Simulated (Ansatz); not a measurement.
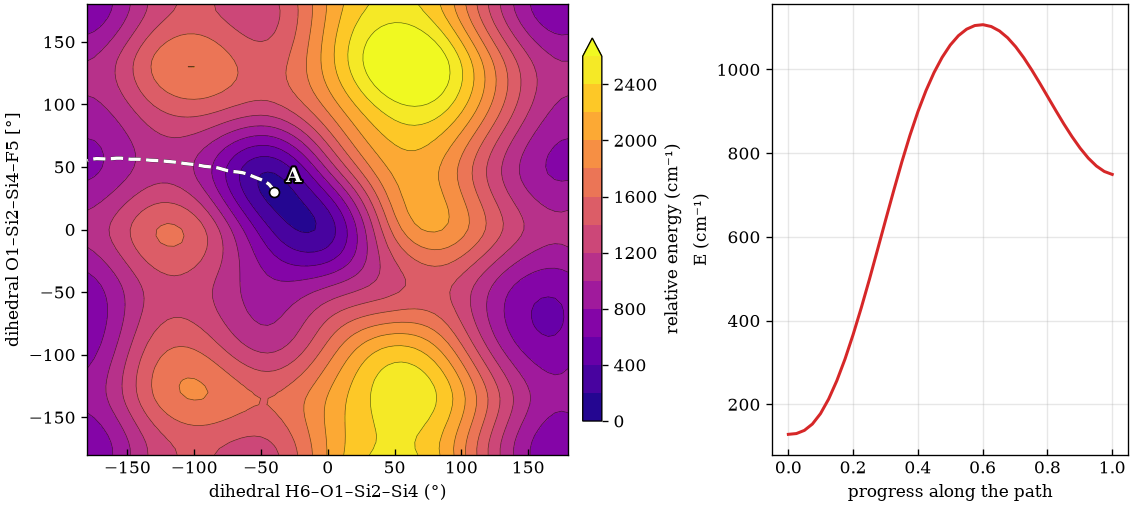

F₂H₄OSi₂, SMILES O[SiH](F)[SiH2]F. 
- Coordinates scanned: (1) dihedral H6–O1–Si2–Si4; (2) dihedral O1–Si2–Si4–F5.
- Nothing is relaxed (all other coordinates rigid).
- The scan uses an 8 × 8 grid.
- All energies are given in cm⁻¹ relative to the relaxed molecule at the same level.
- Theory: RKS wB97X-V/def2-SVP in Ansatz 0.2.0.

The picture shows filled contours, a line along the lowest path, one colour for all values above the top of the scale, the energy along the path at the right, the start A. Between grid points the surface is interpolated.

Describe the path and its barrier.

The easiest path leads from the well at about dihedral H6–O1–Si2–Si4 = −40°, dihedral O1–Si2–Si4–F5 = 30° to the well at about dihedral H6–O1–Si2–Si4 = −180°, dihedral O1–Si2–Si4–F5 = 55°, about 620 cm⁻¹ higher. Its highest point lies about 980 cm⁻¹ above the bottom of the first well on the interpolated surface, at about dihedral H6–O1–Si2–Si4 = −120°, dihedral O1–Si2–Si4–F5 = 55°. Seen from the upper well the barrier is about 360 cm⁻¹. This is the barrier on the constrained surface; relaxing the other coordinates would change it.
